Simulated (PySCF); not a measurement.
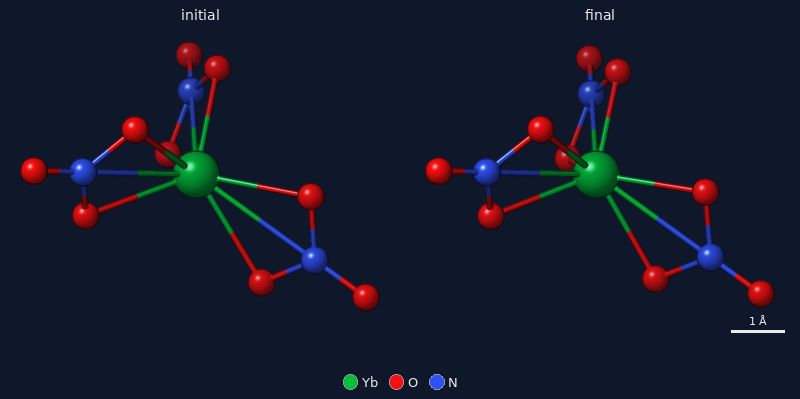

The structure of YbN$_{3}$O$_{9}$ before (left) and after (right) a relaxation, at one scale.

The picture is a ball-and-stick view, seen from a free direction.

Level of theory: RKS PBE, Yb lcecp-1-SVP with ECP59, O def2-SVP, N def2-SVP; non-relativistic Hamiltonian with scalar-relativistic core potentials; density fitting (PySCF 2.14.0). Set-up: symmetry kept (D3h).

Question: Summarise the run.

Answer: Over 6 geometry steps the energy falls by 45.6 kJ/mol. Largest force component: 2.6 eV/Å at the start, 0.0043 eV/Å at the end. The largest moves after the best rigid fit, 0.14 Å, are those of O atoms. By element the largest moves are O 0.14 Å, N 0.10 Å. Yb stays in place. Near-neighbour distances that change, for instance: O–Yb 2.398 → 2.283 Å, N–Yb 2.820 → 2.725 Å, N–O 1.276 → 1.307 Å, N–O 1.220 → 1.196 Å. Among the angles between lasting bonds that change: O–N–O 115.6° → 113.2°.
